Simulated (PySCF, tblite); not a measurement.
# C₄H₁₀FNSi: geometry, infrared bands and NMR shifts

What infrared bands and NMR shifts should C₄H₁₀FNSi (`FC[C@H]1CC[SiH2]N1`) show?

Programs: tblite 0.8.0 and PySCF 2.14.0, with density-fitted response routines of our own. Each step states its level of theory. These are calculated values for one molecule in the gas phase, unless marked as measured. Atoms are numbered from 0 throughout.

## (1) The molecule as given

17 atoms, charge 0, multiplicity 1; geometry from: force field or distance geometry start.

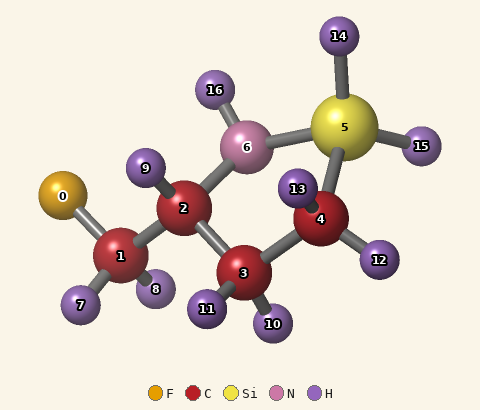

The starting geometry (fluorine amber, carbon red, silicon yellow, nitrogen pink, hydrogen purple), atoms numbered; sticks join atoms by distance.

## (2) Relaxing the molecule with GFN2-xTB

What the job is given:

```
{"job": {"kind": "relax", "xc": "GFN2-xTB", "basis": "xTB"}, "charge": 0, "multiplicity": 1}
F      2.944100     0.797400     0.517800
C      2.143200    -0.280600     0.265000
C      0.775300     0.186400    -0.168400
C     -0.137600    -0.966700    -0.646300
C     -1.586000    -0.442800    -0.710500
Si    -1.702400     0.814100     0.698000
N      0.013700     0.863400     0.914400
H      2.639200    -0.870200    -0.504700
H      2.107800    -0.888700     1.190000
H      0.884900     0.903800    -0.992600
H     -0.093900    -1.803500     0.082300
H      0.181000    -1.372700    -1.605800
H     -2.320900    -1.247500    -0.614400
H     -1.739700     0.073000    -1.674000
H     -2.149800     2.157600     0.251300
H     -2.325400     0.276100     1.938800
H      0.359400     1.813100     1.049000
```

Started as:

```bash
OMP_NUM_THREADS=1 python probes_run.py task.json out
```

The driver reads the jobs from task.json and runs them one after another.

What it wrote:

```text
step      E/eV     max force
  0    -627.62570    1.491
  1    -627.68190    0.536
  2    -627.70596    0.520
  3    -627.73118    0.561
  4    -627.75429    0.580
  5    -627.77837    0.344
  6    -627.79710    0.338
  7    -627.81103    0.250
  8    -627.82022    0.217
  9    -627.82678    0.181
 10    -627.83295    0.206
 11    -627.83984    0.226
 12    -627.84619    0.214
 13    -627.85054    0.138
 14    -627.85277    0.098
 15    -627.85412    0.088
 16    -627.85524    0.092
 17    -627.85602    0.107
 18    -627.85656    0.053
 19    -627.85693    0.040
 20    -627.85718    0.042
 21    -627.85736    0.032
 22    -627.85750    0.025
 23    -627.85761    0.024
 24    -627.85772    0.035
 25    -627.85782    0.035
 26    -627.85794    0.026
 27    -627.85806    0.024
 28    -627.85815    0.022
 29    -627.85822    0.019
 30    -627.85828    0.019
 31    -627.85834    0.021
 32    -627.85841    0.022
 33    -627.85847    0.023
 34    -627.85853    0.021
 35    -627.85860    0.026
 36    -627.85870    0.028
 37    -627.85879    0.023
 38    -627.85888    0.026
 39    -627.85896    0.026
 40    -627.85904    0.025
 41    -627.85912    0.025
 42    -627.85920    0.020
 43    -627.85925    0.017
 44    -627.85930    0.015
 45    -627.85934    0.016
 46    -627.85938    0.016
 47    -627.85943    0.018
 48    -627.85948    0.024
 49    -627.85955    0.021
 50    -627.85963    0.019
 51    -627.85969    0.018
 52    -627.85974    0.018
 53    -627.85979    0.019
 54    -627.85982    0.012
 55    -627.85984    0.010
 56    -627.85985    0.007
```

It took 0.58 s on 1 thread of Arm Neoverse N1, shared host; peak memory 0.18 GiB.

Step by step: (not every step is listed)

| step | energy from step 0 (eV) | largest force (eV/Å) |
| --- | --- | --- |
| 0 | 0.0000 | 1.4909 |
| 1 | -0.0562 | 0.5361 |
| 2 | -0.0803 | 0.5199 |
| 3 | -0.1055 | 0.5608 |
| 4 | -0.1286 | 0.5799 |
| 5 | -0.1527 | 0.3438 |
| 6 | -0.1714 | 0.3380 |
| 7 | -0.1853 | 0.2499 |
| 8 | -0.1945 | 0.2169 |
| 12 | -0.2205 | 0.2141 |
| 16 | -0.2295 | 0.0916 |
| 20 | -0.2315 | 0.0418 |
| 24 | -0.2320 | 0.0348 |
| 28 | -0.2324 | 0.0222 |
| 32 | -0.2327 | 0.0216 |
| 36 | -0.2330 | 0.0280 |
| 40 | -0.2333 | 0.0251 |
| 44 | -0.2336 | 0.0149 |
| 48 | -0.2338 | 0.0238 |
| 51 | -0.2340 | 0.0181 |
| 52 | -0.2340 | 0.0177 |
| 53 | -0.2341 | 0.0189 |
| 54 | -0.2341 | 0.0123 |
| 55 | -0.2341 | 0.0101 |
| 56 | -0.2341 | 0.0073 |

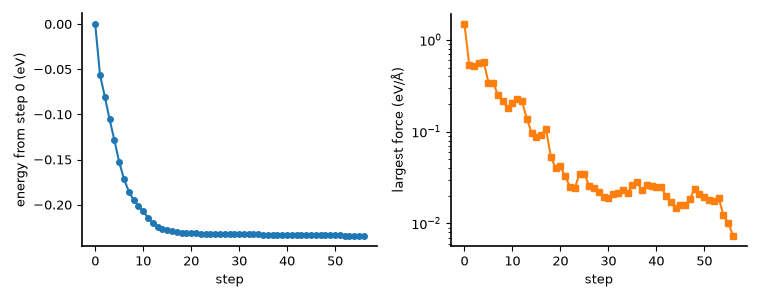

Energy and force, step by step.

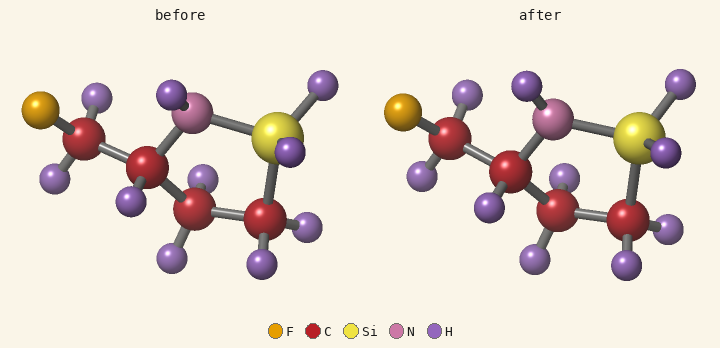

Before and after, at one scale.

Distances of close pairs at the start and the end, largest changes first:

| bond | before (Å) | after (Å) | change (Å) |
| --- | --- | --- | --- |
| C2–N6 | 1.487 | 1.447 | -0.040 |
| Si5–H15 | 1.489 | 1.465 | -0.024 |
| C3–H10 | 1.110 | 1.092 | -0.018 |
| Si5–H14 | 1.485 | 1.467 | -0.018 |
| C1–C2 | 1.509 | 1.526 | +0.017 |
| Si5–N6 | 1.730 | 1.713 | -0.017 |
| C2–C3 | 1.546 | 1.530 | -0.016 |
| C3–C4 | 1.542 | 1.527 | -0.014 |

The end geometry stands in the next job.

## (3) Infrared spectrum with GFN2-xTB

What the job is given:

```
{"job": {"kind": "ir", "xc": "GFN2-xTB", "basis": "xTB"}, "charge": 0, "multiplicity": 1}
F      2.955786     0.778477     0.488334
C      2.093925    -0.276150     0.290684
C      0.755736     0.224147    -0.245621
C     -0.143121    -0.940198    -0.667173
C     -1.582238    -0.432263    -0.723251
Si    -1.674659     0.827429     0.699726
N      0.032968     0.939974     0.783971
H      2.580931    -0.950935    -0.420238
H      1.967469    -0.765563     1.261134
H      0.964638     0.875553    -1.109781
H     -0.068134    -1.719498     0.094020
H      0.184300    -1.359437    -1.620059
H     -2.284172    -1.258816    -0.649102
H     -1.766457     0.058045    -1.678962
H     -2.376208     2.053121     0.302867
H     -2.212038     0.290350     1.952445
H      0.564275     1.667794     1.231096
```

What it wrote:

```text
mode    cm-1     km/mol
  1      77.5      0.83
  2      91.1      7.03
  3     150.4      2.81
  4     220.4      5.23
  5     360.9     16.46
  6     407.0     51.74
  7     427.0      5.65
  8     446.0     18.74
  9     502.1     74.59
 10     531.3     38.48
 11     559.0     13.47
 12     664.2    119.79
 13     723.6     66.45
 14     789.4     52.00
 15     804.7    215.61
 16     849.9    132.71
 17     925.2      8.58
 18     958.3     58.24
 19     982.1      9.86
 20    1020.0     59.16
 21    1059.9     31.56
 22    1081.6      6.18
 23    1128.5      1.34
 24    1147.9     73.41
 25    1182.0      0.10
 26    1212.0      4.76
 27    1253.7     24.02
 28    1269.7     28.41
 29    1288.1     68.99
 30    1315.6      2.74
 31    1330.1      6.51
 32    1355.4     11.90
 33    1434.5      0.58
 34    1482.3      0.42
 35    1497.2      1.30
 36    2214.0    488.03
 37    2246.1    224.62
 38    2837.9     64.41
 39    2950.6     27.69
 40    2957.8     20.08
 41    2967.6     45.78
 42    2980.8     42.91
 43    2992.0     80.92
 44    3024.2     40.14
 45    3488.2      1.72
```

Wall time 0.92 s (1 thread of Arm Neoverse N1, shared host); peak memory 0.18 GiB.

Which atoms move in the most intense modes:

| cm⁻¹ | km/mol | atoms |
| --- | --- | --- |
| 502 | 74.6 | H14 26 %, H15 20 %, Si5 12 %, H16 11 % |
| 664 | 119.8 | H15 42 %, H14 38 % |
| 805 | 215.6 | H14 43 %, H15 40 % |
| 850 | 132.7 | N6 28 %, Si5 19 %, H7 10 % |
| 1148 | 73.4 | C2 18 %, C4 16 %, C3 16 %, H10 16 % |
| 2214 | 488.0 | H14 75 %, H15 21 % |
| 2246 | 224.6 | H15 75 %, H14 22 % |
| 2992 | 80.9 | H13 81 % |

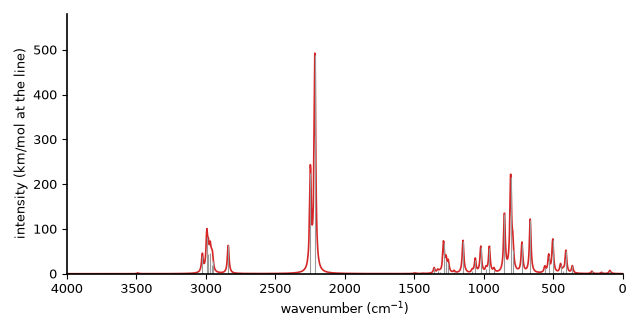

The infrared spectrum from these modes, unscaled. Lines are broadened to a width of 14 cm⁻¹ (Lorentzian).

## (4) Shielding tensors: PBE0/pcSseg-1

Settings changed since step 3:

```diff
@@ -1,2 +1,2 @@
-{"job": {"kind": "ir", "xc": "GFN2-xTB", "basis": "xTB"}, "charge": 0, "multiplicity": 1}
+{"job": {"kind": "nmr", "xc": "PBE0", "basis": "pcSseg-1"}, "charge": 0, "multiplicity": 1}
 F      2.955786     0.778477     0.488334
```

Level: GIAO PBE0/pcSseg-1 NMR shielding, non-relativistic, gas phase.

What it wrote:

```text
coarse grid: 14320 points
cycle   1  E = -601.9150291982  dE =  7.850e-01  |g| = 5.997e-01  |ddm| = 3.620e+00
cycle   2  E = -601.8606969506  dE =  5.433e-02  |g| = 8.179e-01  |ddm| = 1.171e+00
cycle   3  E = -601.9858288680  dE = -1.251e-01  |g| = 5.471e-02  |ddm| = 7.268e-01
cycle   4  E = -601.9862822384  dE = -4.534e-04  |g| = 2.765e-02  |ddm| = 6.918e-02
cycle   5  E = -601.9864511816  dE = -1.689e-04  |g| = 6.671e-03  |ddm| = 2.976e-02
cycle   6  E = -601.9864603379  dE = -9.156e-06  |g| = 1.763e-03  |ddm| = 6.797e-03
final grid: 133080 points
cycle   7  E = -602.0322351507  dE = -3.813e-05  |g| = 8.119e-03  |ddm| = 2.819e-02
cycle   8  E = -602.0322228307  dE =  1.232e-05  |g| = 1.103e-02  |ddm| = 1.760e-02
cycle   9  E = -602.0322512401  dE = -2.841e-05  |g| = 8.170e-04  |ddm| = 1.029e-02
cycle  10  E = -602.0322513463  dE = -1.062e-07  |g| = 2.753e-04  |ddm| = 8.997e-04
cycle  11  E = -602.0322513595  dE = -1.326e-08  |g| = 5.980e-05  |ddm| = 2.601e-04
cycle  12  E = -602.0322513602  dE = -7.136e-10  |g| = 2.306e-05  |ddm| = 7.731e-05
converged SCF energy = -602.0322513602

GIAO shielding tensors (ppm)
atom      isotropic    diamagn.    paramagn.     s11        s22        s33       span
  0 F      419.520     471.028     -51.509    375.655    424.557    458.347     82.693
  1 C       92.078     242.433    -150.356     56.746     81.758    137.729     80.983
  2 C      124.187     244.331    -120.144    104.000    129.855    138.706     34.706
  3 C      157.832     249.690     -91.858    137.002    162.970    173.522     36.520
  4 C      176.713     251.809     -75.096    159.306    173.426    197.408     38.102
  5 Si     375.046     879.935    -504.888    332.405    362.214    430.521     98.116
  6 N      231.938     323.492     -91.554    195.437    216.751    283.627     88.189
  7 H       26.907      28.756      -1.848     21.578     29.014     30.131      8.554
  8 H       27.388      29.249      -1.861     22.942     29.126     30.094      7.152
  9 H       28.094      31.165      -3.071     24.729     25.444     34.108      9.379
 10 H       30.723      32.231      -1.507     25.418     30.101     36.651     11.233
 11 H       29.883      31.148      -1.265     24.529     28.347     36.775     12.246
 12 H       30.657      29.725       0.931     25.772     27.542     38.656     12.884
 13 H       30.635      30.678      -0.043     25.986     27.568     38.351     12.366
 14 H       26.687      28.719      -2.032     23.161     23.993     32.908      9.748
 15 H       26.746      28.999      -2.252     22.753     24.189     33.295     10.542
 16 H       30.784      32.785      -2.002     21.044     29.323     41.985     20.941
```

Wall time 54 s (1 thread of Arm Neoverse N1, shared host); peak memory 0.8 GiB.

The references, computed at this level on geometries of the same kind, shield at (ppm): 1H TMS 31.72, 13C TMS 186.9, 29Si TMS 349.2, 19F CFCl3 170.9, 15N NH3 267.7. Their shielding less the atom's gives the shift. The references are single molecules in the gas phase, so shifts against H2O, NH3, PH3, H3PO4 or CFCl3 are not on the usual liquid scales and can be off by tens of ppm.

| atoms | environment | σ (ppm) | δ (ppm) | δ scaled to CDCl3 |
| --- | --- | --- | --- | --- |
| C1 | sp3 CH2 bonded to F | 92.1 | 94.8 | 90.7 |
| C2 | sp3 CH bonded to N | 124.2 | 62.7 | 59.3 |
| C3 | sp3 CH2 in a ring | 157.8 | 29.1 | 26.5 |
| C4 | sp3 CH2 bonded to Si | 176.7 | 10.2 | 8.1 |
| H14 | hydrogen on a silicon bonded to C, N, in a 5-membered ring | 26.69 | 5.03 | – |
| H15 | hydrogen on a silicon bonded to C, N, in a 5-membered ring | 26.75 | 4.97 | – |
| H7 | hydrogen on an sp3 CH2 bonded to F | 26.91 | 4.81 | 4.64 |
| H8 | hydrogen on an sp3 CH2 bonded to F | 27.39 | 4.33 | 4.19 |
| H9 | hydrogen on an sp3 CH bonded to N | 28.09 | 3.62 | 3.52 |
| H11 | hydrogen on an sp3 CH2 in a ring | 29.88 | 1.83 | 1.83 |
| H13 | hydrogen on an sp3 CH2 bonded to Si | 30.63 | 1.08 | 1.13 |
| H12 | hydrogen on an sp3 CH2 bonded to Si | 30.66 | 1.06 | 1.10 |
| H10 | hydrogen on an sp3 CH2 in a ring | 30.72 | 0.99 | 1.04 |
| H16 | hydrogen on a nitrogen bonded to C, Si, in a 5-membered ring | 30.78 | 0.93 | – |
| F0 | fluorine on an sp3 carbon | 419.5 | -248.6 | – |
| Si5 | silicon bonded to C, N, 2 H, in a 5-membered ring | 375.0 | -25.9 | – |
| N6 | nitrogen bonded to C, Si, H, in a 5-membered ring | 231.9 | 35.8 | – |

The scaled column applies a straight-line fit of computed shieldings to shifts measured in CDCl3, and one for carbons that bear F (root-mean-square error 0.16 ppm for H, 1.9 ppm for C).

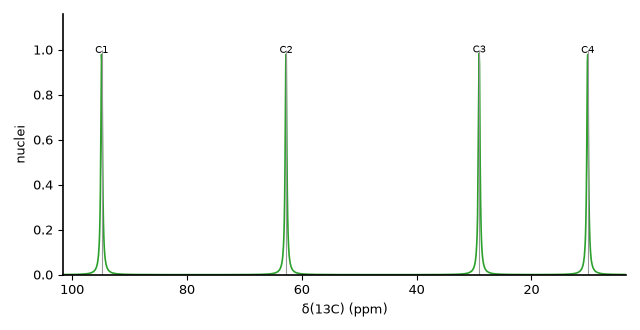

13C lines at the computed shifts, without couplings. Lines are broadened to a width of 0.34 ppm (Lorentzian).

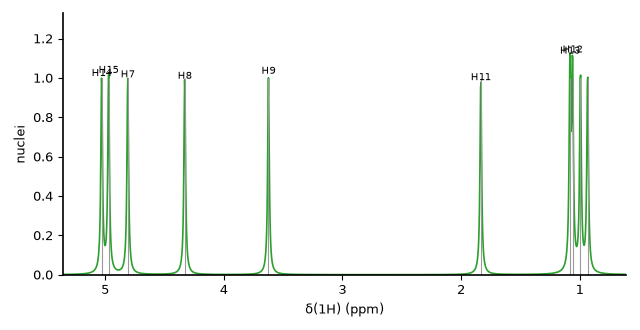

1H lines at the computed shifts, without couplings. Lines are broadened to a width of 0.02 ppm (Lorentzian).

The run also stored atomic charges by several schemes (e):

| atoms | Mulliken | IAO | Hirshfeld | ESP fit |
| --- | --- | --- | --- | --- |
| F0 | -0.35 | -0.33 | -0.13 | -0.22 |
| C1 | 0.25 | 0.04 | 0.02 | -0.03 |
| C2 | -0.12 | -0.01 | 0.01 | 0.10 |
| C3 | -0.20 | -0.25 | -0.07 | -0.02 |
| C4 | -0.53 | -0.55 | -0.16 | -0.28 |
| Si5 | 0.79 | 0.89 | 0.37 | 0.59 |
| N6 | -0.64 | -0.69 | -0.25 | -0.69 |

IAO charges:

F0 -0.33; C1 0.04; C2 -0.01; C3 -0.25; C4 -0.55; Si5 0.89; N6 -0.69; H7 0.13; H8 0.14; H9 0.12; H10 0.13; H11 0.14; H12 0.15; H13 0.15; H14 -0.15; H15 -0.15; H16 0.26

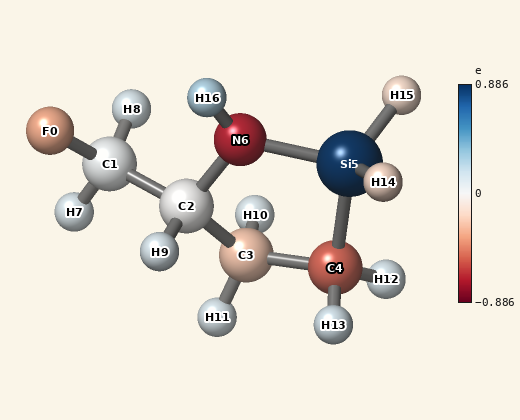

IAO charges, as colours on the atoms.

Mayer bond orders: F0–C1 0.88, C1–C2 1.02, C2–C3 0.99, C3–C4 1.04, C4–Si5 0.91, Si5–N6 1.01, N6–C2 0.94.

Ring of atoms C2, C3, C4, Si5, N6: NICS(0) -6.8, NICS(1) -3.6, NICS(1)zz -3.1 ppm (means of both faces).

Orbitals, density, ELF and potential are computed afterwards from the orbital file.

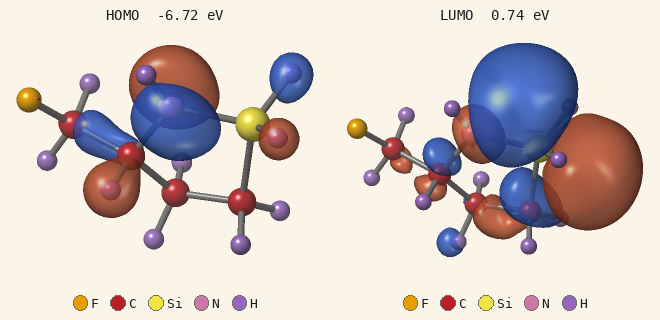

PBE0/pcSseg-1 orbitals near the gap, drawn at the value that encloses 70 % of each; the two colours are the two signs.

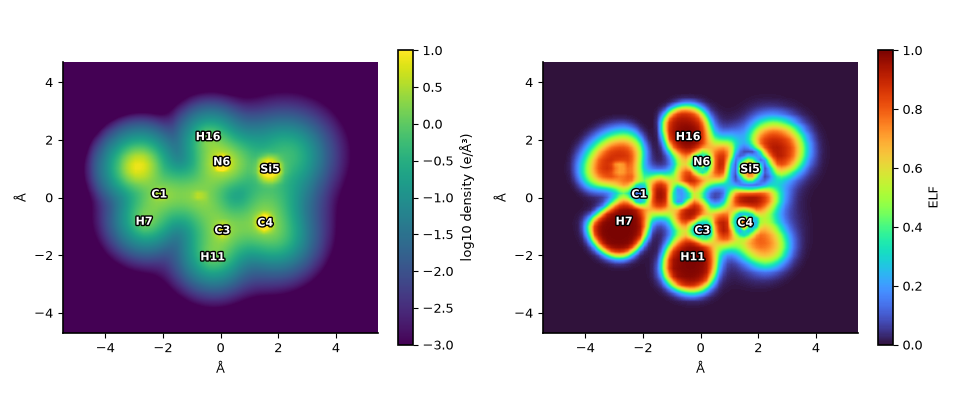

Density (left) and ELF (right) in a plane through or near 8 of the atoms.

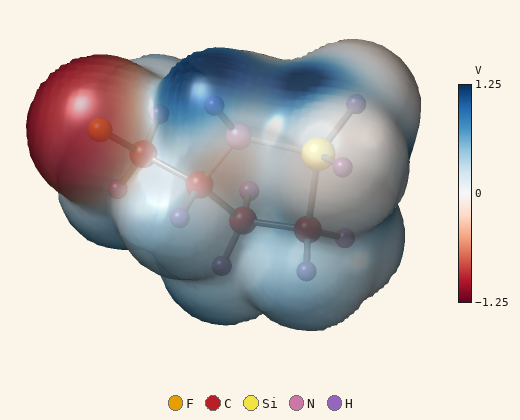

The potential that a unit positive charge feels on the 0.002 e/bohr³ surface, from -1.07 V near F0 to 1.25 V near H16.

## (5) Outcome

```
                                 quantity                                                           value
strongest single infrared mode (GFN2-xTB)                                           2214 cm⁻¹, 488 km/mol
             zero-point energy (GFN2-xTB)                                                   84.6 kcal/mol
   13C shifts against TMS (PBE0/pcSseg-1)                                      94.8, 62.7, 29.1, 10.2 ppm
    1H shifts against TMS (PBE0/pcSseg-1)  5.03, 4.97, 4.81, 4.33, 3.62, 1.83, 1.08, 1.06, 0.99, 0.93 ppm
 19F shifts against CFCl3 (PBE0/pcSseg-1)                                                      -248.6 ppm
  29Si shifts against TMS (PBE0/pcSseg-1)                                                       -25.9 ppm
   15N shifts against NH3 (PBE0/pcSseg-1)                                                        35.8 ppm
    surface potential, least and greatest                                              -1.07 V and 1.25 V
```

**Reading.** Over 56 steps the energy fell by 0.234 eV; of the close pairs, C2–N6 changed most, 1.487 to 1.447 Å. All 45 modes are real, so the xTB geometry is a minimum. The strongest single mode, at 2214 cm⁻¹, moves mainly H14. GFN2-xTB is a fitted tight-binding method: band positions and strengths are rough. Its intensities can rank the bands wrongly. The most deshielded carbon is C1 (sp3 CH2 bonded to F), at 94.8 ppm: deshielded by the electronegative neighbour. At PBE0/pcSseg-1: Shielding is most anisotropic at Si5 (span 98 ppm, paramagnetic term -505 ppm).
